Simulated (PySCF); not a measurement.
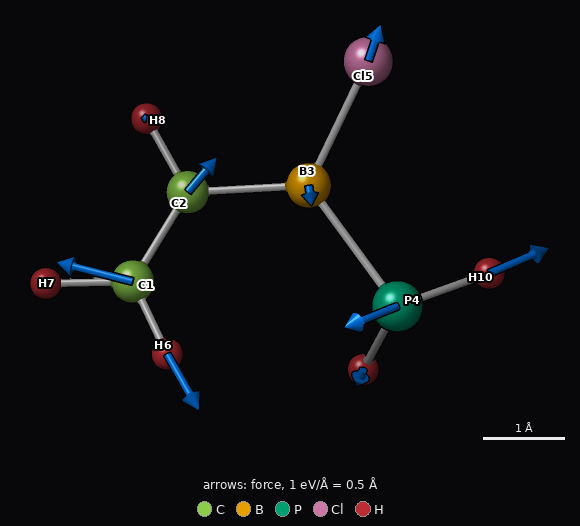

Starting geometry of C₂H₅BClP with the computed forces as blue arrows. Style: ball-and-stick. Shown face on.

The start comes from GFN2-xTB. Its atoms were then displaced at random by about 0.01 Å.

The calculation used PBE0-D3(BJ)/def2-SVP geometry optimisation, gas phase in PySCF. 

Question: What follows when this structure is relaxed?

Answer: It isn't relaxed: the largest force vector, on a C atom, is 2.07 eV/Å. The final displacements follow the starting forces only in part (cosine between the two patterns 0.53). An H atom moves most after the best rigid fit: 0.068 Å. Largest moves by element: H 0.068 Å, Cl 0.063 Å, C 0.042 Å, P 0.025 Å, B 0.018 Å. Some distances before and after: H–P 1.350 → 1.422 Å, C–H 1.052 → 1.096 Å, B–Cl 1.728 → 1.766 Å, H–P 1.398 → 1.424 Å. After 5 geometry steps the energy has fallen by 3.66 kcal/mol.
